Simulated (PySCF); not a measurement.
C2H3O, SMILES [C](=O)C, doublet at its B3LYP/def2-SVP optimised geometry (Å):

```
6

C     -0.9234    -0.2497     0.0000
C      0.5855    -0.2497     0.0000
O      1.3283    -0.7359    -0.7812
H     -1.2773     0.7931     0.0000
H     -1.2775    -0.7081     0.9365
H     -1.3283    -0.7931    -0.8711
```

Calculation: PySCF with unrestricted B3LYP/def2-TZVP. Cells within 0.4 Å of a nucleus heavier than hydrogen are left out (blank, or x).

Map of the log10 of the electron density (e/bohr³), floored at −4 on the plane z = 0.0 Å:

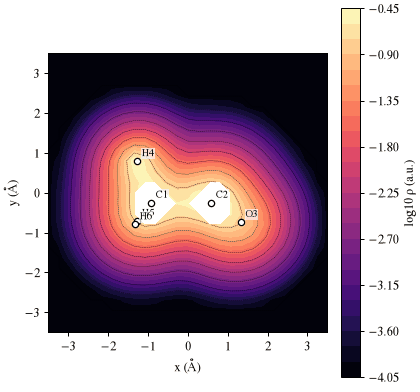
*Log10 of the electron density (e/bohr³), floored at −4 on the plane z = 0.0 Å.*
